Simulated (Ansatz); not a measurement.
```tsv
atom	x (Å)	y (Å)	z (Å)
Ga	-0.0578	-0.0001	-0.2908
H	0.1060	0.0004	2.4796
Cl	1.7956	-0.0013	-1.5047
C	-1.7916	0.0016	-1.3482
H	-2.3497	-0.9284	-1.1176
H	-2.4019	0.8751	-1.0423
H	-1.5391	0.0525	-2.4276
C	0.0918	0.0001	3.5914
H	-0.4761	-0.8776	3.9530
H	1.1307	-0.0501	3.9685
H	-0.3892	0.9277	3.9545
```

Theory: UKS PBE/def2-SVP in Ansatz.

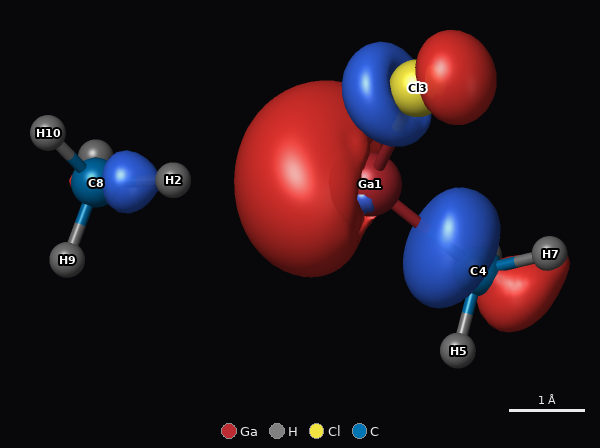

CH$_{3}$ClGa···CH$_{4}$ (doublet). The HOMO (α) at ±0.15 Å⁻³ᐟ² (blue and red are the two phases), seen at an oblique angle.

### Where does this orbital lie, and at what energy?

Its weight (Hirshfeld) is mainly on Ga1 (about 55 %), C4 (about 15 %) and Cl3 (about 15 %). Its energy is −4.75 eV.
